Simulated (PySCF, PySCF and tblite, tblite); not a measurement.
# C₄HFN₂O: telling isomers apart by computed NMR

Can the signals of one isomer of C₄HFN₂O be assigned among several candidates?

Computed with tblite 0.8.0 (tight binding) and PySCF 2.14.0 (DFT, with response routines of our own); each step states its level. Atoms count from 0 throughout.

## Step 1: The starting structure

9 atoms, charge 0, multiplicity 1; geometry from: MMFF94s geometry. This is the first candidate.

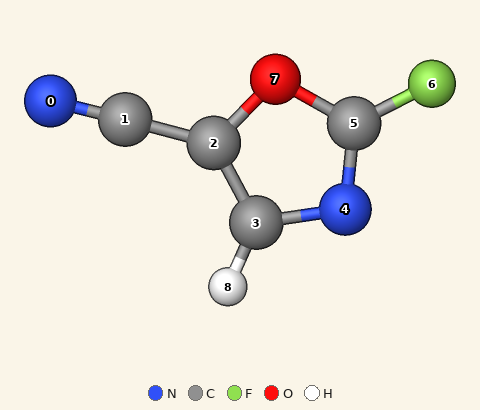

The starting geometry (nitrogen blue, carbon grey, fluorine green, oxygen red, hydrogen white), atoms numbered.

## Step 2: GFN2-xTB relaxation, isomer A, conformer 1

The job: settings as JSON, then the geometry in Å.

```
{"job": {"xc": "GFN2-xTB", "basis": "xTB", "kind": "relax"}, "charge": 0, "multiplicity": 1}
N      3.091500    -0.774300    -0.229700
C      1.953800    -0.490900    -0.156700
C      0.605200    -0.138700    -0.039900
C     -0.035000     1.067300     0.173700
N     -1.394100     0.864400     0.197600
C     -1.539400    -0.428600    -0.031500
F     -2.731900    -1.026900    -0.100000
O     -0.345400    -1.099600    -0.177400
H      0.408900     2.033400     0.338600
```

The run is started by

```sh
OMP_NUM_THREADS=1 python ens_run.py task.json out
```

The driver reads the study from task.json and runs its stages one after another.

What it wrote:

```text
step      E/eV     max force
  0    -643.73618    3.415
  1    -643.52820   12.012
  2    -643.90552    1.158
  3    -643.92757    1.007
  4    -643.94483    0.514
  5    -643.95482    0.319
  6    -643.95618    0.129
  7    -643.95732    0.133
  8    -643.95785    0.139
  9    -643.95819    0.050
 10    -643.95829    0.027
 11    -643.95829    0.027
 12    -643.95832    0.037
 13    -643.95835    0.043
 14    -643.95837    0.013
 15    -643.95838    0.013
 16    -643.95840    0.009
 17    -643.95840    0.008
 18    -643.95841    0.005
 19    -643.95841    0.005
 20    -643.95841    0.004
 21    -643.95841    0.004
 22    -643.95841    0.005
 23    -643.95841    0.006
 24    -643.95842    0.005
 25    -643.95842    0.004
 26    -643.95842    0.004
```

It took 0.1 s on 1 thread of AMD EPYC 9R45, shared host.

Relaxing gained 0.222 eV and moved the atoms by 0.04 Å on average (rms).

## Step 3: Shieldings, isomer A, conformer 1: PBE0/pcSseg-1

The job: settings as JSON, then the geometry in Å.

```
{"job": {"xc": "PBE0", "basis": "pcSseg-1", "kind": "nmr", "pop": true}, "charge": 0, "multiplicity": 1}
N      3.053420    -0.752622    -0.228160
C      1.939146    -0.500215    -0.149700
C      0.583363    -0.153168    -0.047501
C     -0.027526     1.054293     0.180596
N     -1.375138     0.867651     0.189895
C     -1.518535    -0.394034    -0.024059
F     -2.645317    -1.043773    -0.101456
O     -0.401126    -1.092581    -0.179662
H      0.405276     2.020442     0.334868
```

What it wrote:

```text
coarse grid: 9264 points
cycle   1  E = -436.8398659937  dE =  1.886e+00  |g| = 7.820e-01  |ddm| = 3.198e+00
cycle   2  E = -436.5574273615  dE =  2.824e-01  |g| = 1.411e+00  |ddm| = 1.749e+00
cycle   3  E = -436.9548564800  dE = -3.974e-01  |g| = 2.467e-01  |ddm| = 1.281e+00
cycle   4  E = -436.9655154157  dE = -1.066e-02  |g| = 8.763e-02  |ddm| = 2.159e-01
cycle   5  E = -436.9670685828  dE = -1.553e-03  |g| = 1.682e-02  |ddm| = 8.017e-02
cycle   6  E = -436.9671220098  dE = -5.343e-05  |g| = 6.391e-03  |ddm| = 1.606e-02
cycle   7  E = -436.9671299179  dE = -7.908e-06  |g| = 9.001e-04  |ddm| = 4.835e-03
final grid: 95000 points
cycle   8  E = -437.0283366129  dE = -2.285e-05  |g| = 9.358e-03  |ddm| = 2.557e-02
cycle   9  E = -437.0283048622  dE =  3.175e-05  |g| = 1.606e-02  |ddm| = 1.502e-02
cycle  10  E = -437.0283515570  dE = -4.669e-05  |g| = 1.725e-03  |ddm| = 1.045e-02
cycle  11  E = -437.0283522441  dE = -6.871e-07  |g| = 4.551e-04  |ddm| = 1.677e-03
cycle  12  E = -437.0283522794  dE = -3.529e-08  |g| = 1.749e-04  |ddm| = 4.073e-04
cycle  13  E = -437.0283522837  dE = -4.259e-09  |g| = 9.732e-05  |ddm| = 1.875e-04
cycle  14  E = -437.0283522857  dE = -2.050e-09  |g| = 1.464e-05  |ddm| = 7.902e-05
cycle  15  E = -437.0283522858  dE = -4.547e-11  |g| = 5.624e-06  |ddm| = 1.656e-05
converged SCF energy = -437.0283522858

GIAO shielding tensors (ppm)
atom      isotropic    diamagn.    paramagn.     s11        s22        s33       span
  0 N      -71.965     339.943    -411.907   -256.251   -169.311    209.668    465.918
  1 C       73.406     257.789    -184.384    -37.077    -35.006    292.300    329.377
  2 C       59.889     254.826    -194.937    -13.963     83.193    110.436    124.399
  3 C       37.499     250.726    -213.227    -54.125     37.852    128.769    182.895
  4 N       11.089     329.567    -318.479   -187.083     -9.803    230.151    417.234
  5 C       20.886     251.870    -230.984    -42.110     40.097     64.672    106.781
  6 F      263.828     468.023    -204.195    133.770    326.348    331.367    197.598
  7 O       44.541     398.447    -353.906    -89.705     31.327    192.001    281.706
  8 H       23.887      30.249      -6.362     21.863     23.220     26.577      4.714
```

Wall time 8.3 s (1 thread of AMD EPYC 9R45, shared host).

Key values: HOMO -8.13 eV, LUMO -1.95 eV; dipole 1.81 D.

## Step 4: The ensemble, isomer A: properties at PBE0/pcSseg-1

The job: settings as JSON, then the geometry in Å.

```
{"job": {"study": "conf", "smiles": "N#Cc1cnc(F)o1", "search": {"seed": 3814, "n_embed": 60, "ff_keep": 14, "window": 2.5, "nmax": 6, "temps": [250, 298.15, 350], "t_ref": 298.15, "order": 0.001}, "level": {"nmr": {"xc": "PBE0", "basis": "pcSseg-1"}}, "kind": "conf"}, "charge": 0, "multiplicity": 1}
N      3.053420    -0.752622    -0.228160
C      1.939146    -0.500215    -0.149700
C      0.583363    -0.153168    -0.047501
C     -0.027526     1.054293     0.180596
N     -1.375138     0.867651     0.189895
C     -1.518535    -0.394034    -0.024059
F     -2.645317    -1.043773    -0.101456
O     -0.401126    -1.092581    -0.179662
H      0.405276     2.020442     0.334868
```

What it wrote:

```text
conformer  sym    E(xTB)   E(DFT)   G(298.15 K)  weight  dipole/D
    1     Cs      0.000    0.000    0.000   1.0000    1.808

mean shielding (ppm) by class
class atoms           250 K   298.15 K      350 K
  0 N  0            -71.965    -71.965    -71.965
  1 C  1             73.406     73.406     73.406
  2 C  2             59.889     59.889     59.889
  3 C  3             37.499     37.499     37.499
  4 N  4             11.089     11.089     11.089
  5 C  5             20.886     20.886     20.886
  6 F  6            263.828    263.828    263.828
  7 O  7             44.541     44.541     44.541
  8 H  8             23.887     23.887     23.887
```

Run time: 8.9 s. Hardware: 1 thread of AMD EPYC 9R45, shared host. This counts the runs that the step sums up.

The search (ETKDG, MMFF94s, GFN2-xTB) embedded 60 structures, kept 1 distinct ones after the force field and 1 after xTB; 1 was carried on (window 2.5 kcal/mol at the search's own energies). Energies: PBE0/pcSseg-1 with D3(BJ).

Conformer by conformer (298 K):

```tsv
no.	group	mirror pair	ΔE xTB	ΔE DFT	ΔG	weight (%)	μ (D)	A, B, C (GHz)
1	Cs	no	0.00	0.00	0.00	100.0	1.81	6.93, 1.38, 1.15
```

Energies in kcal/mol. ΔG holds xTB vibrations and rotation, symmetry numbers and mirror pairs.

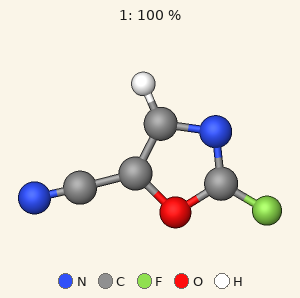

The one conformer.

Shifts against references run at the same level (¹³C TMS 186.9, ¹⁵N NH3 267.7, ¹H TMS 31.72, ¹⁹F CFCl3 170.9, ¹⁷O H2O 336.1 ppm of shielding), by class of atoms, at 298 K:

```tsv
atoms	environment	average
C5	aromatic carbon bearing fluorine	166.0
C3	aromatic CH next to a ring nitrogen	149.4
C2	substituted aromatic carbon next to the ring oxygen	127.0
C1	nitrile carbon	113.5
H8	hydrogen on an aromatic CH next to a ring nitrogen	7.83
N0	nitrile nitrogen	339.7
N4	pyridine-type nitrogen of an azole	256.6
F6	aryl fluorine	-92.9
O7	aromatic ring oxygen	291.5
```

## Step 5: GFN2-xTB relaxation, isomer B, conformer 1

The job: settings as JSON, then the geometry in Å.

```
{"job": {"xc": "GFN2-xTB", "basis": "xTB", "kind": "relax"}, "charge": 0, "multiplicity": 1}
C      2.709600     0.049400    -0.120100
C      1.498400    -0.034400    -0.116200
C      0.096600    -0.146800    -0.086200
N     -0.533000    -1.210300    -0.589500
O     -1.883000    -0.906500    -0.357600
C     -1.908000     0.326400     0.230400
F     -3.034700     0.957300     0.587200
N     -0.700200     0.841100     0.427300
H      3.767800     0.129900    -0.129400
```

What it wrote:

```text
step      E/eV     max force
  0    -642.05373    2.591
  1    -642.19622    3.231
  2    -642.17744    3.737
  3    -642.27524    1.003
  4    -642.28609    0.480
  5    -642.29366    0.327
  6    -642.29942    0.172
  7    -642.30087    0.142
  8    -642.30206    0.073
  9    -642.30223    0.049
 10    -642.30235    0.028
 11    -642.30235    0.028
 12    -642.30239    0.035
 13    -642.30241    0.098
 14    -642.30246    0.028
 15    -642.30247    0.015
 16    -642.30248    0.009
 17    -642.30248    0.008
 18    -642.30248    0.004
```

Run time: 0.05 s. Hardware: 1 thread of AMD EPYC 9R45, shared host.

The energy fell by 0.249 eV, and the atoms moved 0.05 Å (root mean square).

## Step 6: Shieldings, isomer B, conformer 1: PBE0/pcSseg-1

The job: settings as JSON, then the geometry in Å.

```
{"job": {"xc": "PBE0", "basis": "pcSseg-1", "kind": "nmr", "pop": false}, "charge": 0, "multiplicity": 1}
C      2.700404     0.050925    -0.120585
C      1.505614    -0.059255    -0.119308
C      0.103031    -0.149653    -0.096211
N     -0.575488    -1.167259    -0.557342
O     -1.883158    -0.857602    -0.343675
C     -1.870249     0.341375     0.237624
F     -3.012069     0.876175     0.551645
N     -0.701438     0.838648     0.422563
H      3.746913     0.132640    -0.128780
```

What it wrote:

```text
coarse grid: 9264 points
cycle   1  E = -436.7752554792  dE =  1.871e+00  |g| = 7.438e-01  |ddm| = 3.298e+00
cycle   2  E = -436.6803985434  dE =  9.486e-02  |g| = 1.048e+00  |ddm| = 1.216e+00
cycle   3  E = -436.8817221018  dE = -2.013e-01  |g| = 9.787e-02  |ddm| = 6.738e-01
cycle   4  E = -436.8828343883  dE = -1.112e-03  |g| = 6.631e-02  |ddm| = 1.109e-01
cycle   5  E = -436.8837444317  dE = -9.100e-04  |g| = 2.104e-02  |ddm| = 4.917e-02
cycle   6  E = -436.8838339034  dE = -8.947e-05  |g| = 7.463e-03  |ddm| = 1.946e-02
cycle   7  E = -436.8838459323  dE = -1.203e-05  |g| = 2.819e-03  |ddm| = 6.697e-03
cycle   8  E = -436.8838474023  dE = -1.470e-06  |g| = 4.208e-04  |ddm| = 1.993e-03
final grid: 95000 points
cycle   9  E = -436.9453057662  dE = -1.912e-05  |g| = 1.041e-02  |ddm| = 5.908e-02
cycle  10  E = -436.9452608664  dE =  4.490e-05  |g| = 1.892e-02  |ddm| = 1.665e-02
cycle  11  E = -436.9453244219  dE = -6.356e-05  |g| = 1.765e-03  |ddm| = 1.150e-02
cycle  12  E = -436.9453250206  dE = -5.986e-07  |g| = 5.888e-04  |ddm| = 1.606e-03
cycle  13  E = -436.9453250931  dE = -7.259e-08  |g| = 1.844e-04  |ddm| = 5.066e-04
cycle  14  E = -436.9453251000  dE = -6.806e-09  |g| = 7.725e-05  |ddm| = 1.547e-04
cycle  15  E = -436.9453251011  dE = -1.116e-09  |g| = 2.481e-05  |ddm| = 6.727e-05
cycle  16  E = -436.9453251012  dE = -1.367e-10  |g| = 1.074e-05  |ddm| = 2.593e-05
converged SCF energy = -436.9453251012

GIAO shielding tensors (ppm)
atom      isotropic    diamagn.    paramagn.     s11        s22        s33       span
  0 C       90.372     257.531    -167.159     23.883     33.189    214.043    190.160
  1 C      111.212     240.471    -129.259     18.660     19.035    295.941    277.281
  2 C       26.524     253.208    -226.683    -70.981     47.035    103.519    174.500
  3 N     -145.346     322.081    -467.426   -389.236    -86.157     39.356    428.593
  4 O      -40.326     399.372    -439.698   -166.077    -67.397    112.496    278.573
  5 C        5.042     254.795    -249.753    -67.530     36.719     45.936    113.466
  6 F      271.738     468.015    -196.278    138.736    308.938    367.539    228.803
  7 N       18.137     330.476    -312.339   -140.517     -9.576    204.504    345.021
  8 H       28.607      32.406      -3.799     24.401     24.860     36.559     12.158
```

Run time: 6.6 s. Hardware: 1 thread of AMD EPYC 9R45, shared host.

In short: HOMO -8.36 eV, LUMO -1.74 eV; dipole 1.18 D.

## Step 7: The ensemble, isomer B: properties at PBE0/pcSseg-1

The job: settings as JSON, then the geometry in Å.

```
{"job": {"study": "conf", "smiles": "C#Cc1noc(F)n1", "search": {"seed": 3814, "n_embed": 60, "ff_keep": 14, "window": 2.5, "nmax": 6, "temps": [250, 298.15, 350], "t_ref": 298.15, "order": 0.001}, "level": {"nmr": {"xc": "PBE0", "basis": "pcSseg-1"}}, "kind": "conf"}, "charge": 0, "multiplicity": 1}
C      2.700404     0.050925    -0.120585
C      1.505614    -0.059255    -0.119308
C      0.103031    -0.149653    -0.096211
N     -0.575488    -1.167259    -0.557342
O     -1.883158    -0.857602    -0.343675
C     -1.870249     0.341375     0.237624
F     -3.012069     0.876175     0.551645
N     -0.701438     0.838648     0.422563
H      3.746913     0.132640    -0.128780
```

What it wrote:

```text
conformer  sym    E(xTB)   E(DFT)   G(298.15 K)  weight  dipole/D
    1     Cs      0.000    0.000    0.000   1.0000    1.176

mean shielding (ppm) by class
class atoms           250 K   298.15 K      350 K
  0 C  0             90.372     90.372     90.372
  1 C  1            111.212    111.212    111.212
  2 C  2             26.524     26.524     26.524
  3 N  3           -145.345   -145.345   -145.345
  4 O  4            -40.326    -40.326    -40.326
  5 C  5              5.042      5.042      5.042
  6 F  6            271.738    271.738    271.738
  7 N  7             18.137     18.137     18.137
  8 H  8             28.607     28.607     28.607
```

Wall time 7 s (1 thread of AMD EPYC 9R45, shared host). This counts the runs that the step sums up.

The search (ETKDG, MMFF94s, GFN2-xTB) embedded 60 structures, kept 1 distinct ones after the force field and 1 after xTB; 1 was carried on (window 2.5 kcal/mol at the search's own energies). Energies: PBE0/pcSseg-1 with D3(BJ).

Conformer by conformer (298 K):

```tsv
no.	group	mirror pair	ΔE xTB	ΔE DFT	ΔG	weight (%)	μ (D)	A, B, C (GHz)
1	Cs	no	0.00	0.00	0.00	100.0	1.18	7.59, 1.36, 1.15
```

Energies in kcal/mol. ΔG holds xTB vibrations and rotation, symmetry numbers and mirror pairs.

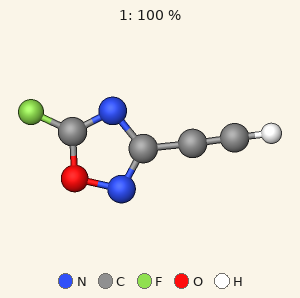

The one conformer.

Shifts against references run at the same level (¹³C TMS 186.9, ¹⁵N NH3 267.7, ¹H TMS 31.72, ¹⁹F CFCl3 170.9, ¹⁷O H2O 336.1 ppm of shielding), by class of atoms, at 298 K:

```tsv
atoms	environment	average
C5	aromatic carbon bearing fluorine	181.9
C2	substituted aromatic carbon next to a ring nitrogen	160.4
C0	terminal alkyne carbon	96.6
C1	alkyne carbon	75.7
H8	hydrogen on a terminal alkyne carbon	3.11
N3	pyridine-type nitrogen of an azole	413.1
N7	pyridine-type nitrogen of an azole	249.6
O4	aromatic ring oxygen	376.4
F6	aryl fluorine	-100.8
```

## Step 8: GFN2-xTB relaxation, isomer C, conformer 1

The job: settings as JSON, then the geometry in Å.

```
{"job": {"xc": "GFN2-xTB", "basis": "xTB", "kind": "relax"}, "charge": 0, "multiplicity": 1}
N      3.193700    -0.415900     0.292800
C      2.037100    -0.329700     0.100200
C      0.656000    -0.219000    -0.085600
C     -0.315300     0.547900     0.521100
C     -1.488000     0.180200    -0.144000
F     -2.697500     0.689700     0.129100
N     -1.277600    -0.716300    -1.116300
O      0.096700    -0.967300    -1.065600
H     -0.191600     1.236500     1.343100
```

What it wrote:

```text
step      E/eV     max force
  0    -642.48368    3.830
  1    -642.20163   13.372
  2    -642.64282    1.327
  3    -642.66103    0.485
  4    -642.66821    0.253
  5    -642.67226    0.333
  6    -642.67377    0.140
  7    -642.67445    0.093
  8    -642.67483    0.092
  9    -642.67514    0.070
 10    -642.67536    0.070
 11    -642.67551    0.050
 12    -642.67560    0.044
 13    -642.67565    0.030
 14    -642.67565    0.030
 15    -642.67567    0.039
 16    -642.67571    0.024
 17    -642.67573    0.014
 18    -642.67575    0.015
 19    -642.67578    0.016
 20    -642.67579    0.017
 21    -642.67583    0.018
 22    -642.67587    0.020
 23    -642.67589    0.016
 24    -642.67591    0.010
 25    -642.67592    0.010
 26    -642.67592    0.005
 27    -642.67593    0.002
```

Wall time 0.08 s (1 thread of AMD EPYC 9R45, shared host).

Relaxing gained 0.192 eV and moved the atoms by 0.03 Å on average (rms).

## Step 9: Shieldings, isomer C, conformer 1: PBE0/pcSseg-1

The job: settings as JSON, then the geometry in Å.

```
{"job": {"xc": "PBE0", "basis": "pcSseg-1", "kind": "nmr", "pop": false}, "charge": 0, "multiplicity": 1}
N      3.160928    -0.395019     0.302959
C      2.035507    -0.333139     0.105355
C      0.646990    -0.229150    -0.107715
C     -0.291770     0.541817     0.535012
C     -1.479633     0.186486    -0.145862
F     -2.681266     0.656991     0.097510
N     -1.260585    -0.695970    -1.084309
O      0.048598    -0.958784    -1.068665
H     -0.165209     1.232761     1.340536
```

What it wrote:

```text
coarse grid: 9264 points
cycle   1  E = -436.8301869203  dE =  1.777e+00  |g| = 6.748e-01  |ddm| = 3.215e+00
cycle   2  E = -436.6066600648  dE =  2.235e-01  |g| = 1.241e+00  |ddm| = 1.490e+00
cycle   3  E = -436.9115698671  dE = -3.049e-01  |g| = 2.227e-01  |ddm| = 1.088e+00
cycle   4  E = -436.9203052829  dE = -8.735e-03  |g| = 8.769e-02  |ddm| = 1.925e-01
cycle   5  E = -436.9217265081  dE = -1.421e-03  |g| = 2.199e-02  |ddm| = 7.279e-02
cycle   6  E = -436.9217989349  dE = -7.243e-05  |g| = 1.035e-02  |ddm| = 2.069e-02
cycle   7  E = -436.9218211210  dE = -2.219e-05  |g| = 2.228e-03  |ddm| = 8.671e-03
cycle   8  E = -436.9218220236  dE = -9.026e-07  |g| = 4.721e-04  |ddm| = 1.975e-03
final grid: 95000 points
cycle   9  E = -436.9829068065  dE = -1.592e-05  |g| = 1.055e-02  |ddm| = 2.496e-02
cycle  10  E = -436.9828636875  dE =  4.312e-05  |g| = 1.889e-02  |ddm| = 1.600e-02
cycle  11  E = -436.9829256568  dE = -6.197e-05  |g| = 1.715e-03  |ddm| = 1.099e-02
cycle  12  E = -436.9829263302  dE = -6.734e-07  |g| = 4.873e-04  |ddm| = 1.707e-03
cycle  13  E = -436.9829263702  dE = -4.000e-08  |g| = 2.068e-04  |ddm| = 4.800e-04
cycle  14  E = -436.9829263777  dE = -7.585e-09  |g| = 8.316e-05  |ddm| = 1.986e-04
cycle  15  E = -436.9829263792  dE = -1.432e-09  |g| = 2.142e-05  |ddm| = 6.918e-05
cycle  16  E = -436.9829263793  dE = -8.765e-11  |g| = 9.574e-06  |ddm| = 2.258e-05
converged SCF energy = -436.9829263793

GIAO shielding tensors (ppm)
atom      isotropic    diamagn.    paramagn.     s11        s22        s33       span
  0 N      -76.006     338.930    -414.935   -246.584   -193.681    212.248    458.832
  1 C       73.407     257.625    -184.218    -38.953    -34.547    293.721    332.674
  2 C       33.740     253.624    -219.883    -50.515     43.134    108.602    159.117
  3 C       73.358     254.548    -181.190    -10.549     74.488    156.135    166.684
  4 C        4.104     250.271    -246.167    -80.407     32.618     60.101    140.508
  5 F      309.482     468.587    -159.105    215.773    305.218    407.454    191.681
  6 N     -129.090     318.695    -447.786   -390.335    -86.459     89.523    479.857
  7 O      -37.839     394.577    -432.416   -197.645    -90.668    174.797    372.441
  8 H       24.900      30.583      -5.683     22.951     24.269     27.481      4.530
```

Run time: 6.8 s. Hardware: 1 thread of AMD EPYC 9R45, shared host.

Key values: HOMO -8.83 eV, LUMO -2.49 eV; dipole 2.61 D.

## Step 10: Boltzmann average, isomer C: properties at PBE0/pcSseg-1

The job: settings as JSON, then the geometry in Å.

```
{"job": {"study": "conf", "smiles": "N#Cc1cc(F)no1", "search": {"seed": 3814, "n_embed": 60, "ff_keep": 14, "window": 2.5, "nmax": 6, "temps": [250, 298.15, 350], "t_ref": 298.15, "order": 0.001}, "level": {"nmr": {"xc": "PBE0", "basis": "pcSseg-1"}}, "kind": "conf"}, "charge": 0, "multiplicity": 1}
N      3.160928    -0.395019     0.302959
C      2.035507    -0.333139     0.105355
C      0.646990    -0.229150    -0.107715
C     -0.291770     0.541817     0.535012
C     -1.479633     0.186486    -0.145862
F     -2.681266     0.656991     0.097510
N     -1.260585    -0.695970    -1.084309
O      0.048598    -0.958784    -1.068665
H     -0.165209     1.232761     1.340536
```

What it wrote:

```text
conformer  sym    E(xTB)   E(DFT)   G(298.15 K)  weight  dipole/D
    1     Cs      0.000    0.000    0.000   1.0000    2.611

mean shielding (ppm) by class
class atoms           250 K   298.15 K      350 K
  0 N  0            -76.006    -76.006    -76.006
  1 C  1             73.407     73.407     73.407
  2 C  2              33.74      33.74      33.74
  3 C  3             73.358     73.358     73.358
  4 C  4              4.104      4.104      4.104
  5 F  5            309.482    309.482    309.482
  6 N  6            -129.09    -129.09    -129.09
  7 O  7            -37.839    -37.839    -37.839
  8 H  8               24.9       24.9       24.9
```

It took 7.2 s on 1 thread of AMD EPYC 9R45, shared host. This counts the runs that the step sums up.

The search (ETKDG, MMFF94s, GFN2-xTB) embedded 60 structures, kept 1 distinct ones after the force field and 1 after xTB; 1 was carried on (window 2.5 kcal/mol at the search's own energies). Energies: PBE0/pcSseg-1 with D3(BJ).

The conformers at 298 K:

```tsv
no.	group	mirror pair	ΔE xTB	ΔE DFT	ΔG	weight (%)	μ (D)	A, B, C (GHz)
1	Cs	no	0.00	0.00	0.00	100.0	2.61	7.75, 1.30, 1.11
```

Energies in kcal/mol. ΔG holds xTB vibrations and rotation, symmetry numbers and mirror pairs.

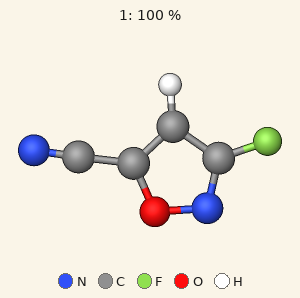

The one conformer.

Shifts against references run at the same level (¹³C TMS 186.9, ¹⁵N NH3 267.7, ¹H TMS 31.72, ¹⁹F CFCl3 170.9, ¹⁷O H2O 336.1 ppm of shielding), by class of atoms, at 298 K:

```tsv
atoms	environment	average
C4	aromatic carbon bearing fluorine	182.8
C2	substituted aromatic carbon next to the ring oxygen	153.2
C3	aromatic CH	113.6
C1	nitrile carbon	113.5
H8	hydrogen on an aromatic CH	6.82
N6	pyridine-type nitrogen of an azole	396.8
N0	nitrile nitrogen	343.7
F5	aryl fluorine	-138.5
O7	aromatic ring oxygen	373.9
```

(Part 1 of 3 ends here.)
